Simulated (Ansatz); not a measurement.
# AlH₆OSi+: one structure at several levels

How do the functionals fare away from a minimum? The structure is a frame of a short trajectory.

Method: single points in def2-TZVPP; program: Ansatz 0.2.0, Gaussian basis.

Correlated methods freeze the cores.

## Step 1: The starting structure

SMILES `[AlH2][OH+][SiH3]`, 9 atoms, charge 1, spin multiplicity 1.

Atoms are counted from 1 here; the program's logs count them from 0.

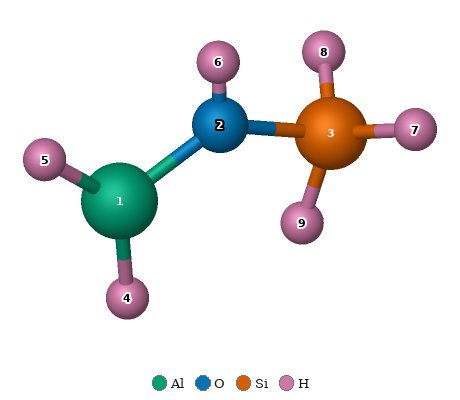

The starting geometry (aluminium teal, oxygen blue, silicon orange, hydrogen pink); atoms are numbered from 1 in the order of the file.

Coordinates:

```xyz
9
AlH6OSi
Al   -0.5877   -0.1211   -1.7053
O     0.4518   -0.2132   -0.2756
Si    0.1903    0.2336    1.5370
H    -2.0799    0.4781   -1.3200
H     0.1591   -0.6173   -3.0464
H     1.3074   -0.6593   -0.3755
H     1.3184    1.2981    1.8057
H     0.3104   -1.0313    2.2500
H    -1.2076    0.6167    1.3636
```

## Step 2: PBE-D4/def2-TZVPP

Contents of run/in.yaml:

```yaml
crystal:
  periodic: [false, false, false]
  atoms:
    - {symbol: Al, position_ang: [-0.587672, -0.121097, -1.705296]}
    - {symbol: O, position_ang: [0.451801, -0.213171, -0.275572]}
    - {symbol: Si, position_ang: [0.190345, 0.233579, 1.536986]}
    - {symbol: H, position_ang: [-2.079900, 0.478090, -1.319985]}
    - {symbol: H, position_ang: [0.159121, -0.617283, -3.046402]}
    - {symbol: H, position_ang: [1.307380, -0.659264, -0.375550]}
    - {symbol: H, position_ang: [1.318352, 1.298084, 1.805654]}
    - {symbol: H, position_ang: [0.310411, -1.031345, 2.250002]}
    - {symbol: H, position_ang: [-1.207584, 0.616689, 1.363625]}
basis:
  gaussian: {orbitals: def2-TZVPP}
total_charge: 1
hamiltonian: {xc: pbe, dispersion: d4}
output: {forces: true}
```

On the command line:

```
ansatz run in.yaml --threads 2 --pin off --events-out ev --progress --plain --max-ram 3481MiB
```

## Step 3: r2SCAN-D4/def2-TZVPP

Changes to run/in.yaml since step 2:

```diff
@@ -15,3 +15,3 @@
 total_charge: 1
-hamiltonian: {xc: pbe, dispersion: d4}
+hamiltonian: {xc: r2scan, dispersion: d4}
 output: {forces: true}
```

## Step 4: PBE0-D4/def2-TZVPP

Changes to run/in.yaml since step 3:

```diff
@@ -15,3 +15,3 @@
 total_charge: 1
-hamiltonian: {xc: r2scan, dispersion: d4}
-output: {forces: true}
+hamiltonian: {xc: pbe0, dispersion: d4}
+output: {forces: true, orbitals: {seedname: orbitals}}
```

## Step 5: wB97M-V/def2-TZVPP

Changes to run/in.yaml since step 4:

```diff
@@ -15,3 +15,3 @@
 total_charge: 1
-hamiltonian: {xc: pbe0, dispersion: d4}
-output: {forces: true, orbitals: {seedname: orbitals}}
+hamiltonian: {xc: {name: wB97M-V}}
+output: {forces: true}
```

## Step 6: CCSD(T)/def2-TZVPP

Changes to run/in.yaml since step 5:

```diff
@@ -15,3 +15,3 @@
 total_charge: 1
-hamiltonian: {xc: {name: wB97M-V}}
+correlation: {method: ccsd_t}
 output: {forces: true}
```

(Steps that only read results are left out.)

Before running it: what results should come out? Wanted: energy less free atoms, CCSD(T)/def2-TZVPP; RMS force component; RMS force error; HOMO and LUMO, PBE0-D4; T1 diagnostic.

The runs gave:

| quantity | value |
| --- | --- |
| energy less free atoms, CCSD(T)/def2-TZVPP | -20.017 eV |
| RMS force component | 0.728 to 0.798 eV/Å over the methods |
| RMS force error | PBE-D4 0.166, r2SCAN-D4 0.058, PBE0-D4 0.066, wB97M-V 0.055 eV/Å |
| HOMO and LUMO, PBE0-D4 | -13.40 and -6.14 eV |
| T1 diagnostic | 0.011 |

In words: Against CCSD(T) the functionals' energies less atoms differ by -0.593 to +0.156 eV, PBE-D4 by -0.059 eV. A larger basis would deepen the CCSD(T) value, while the functionals are nearly converged already, so the order here is not reliable. The forces of wB97M-V come nearest to CCSD(T), those of PBE-D4 are farthest. Frozen-core CCSD(T) forces in triple zeta carry basis errors of their own, and this is one geometry, so small gaps rank nothing.
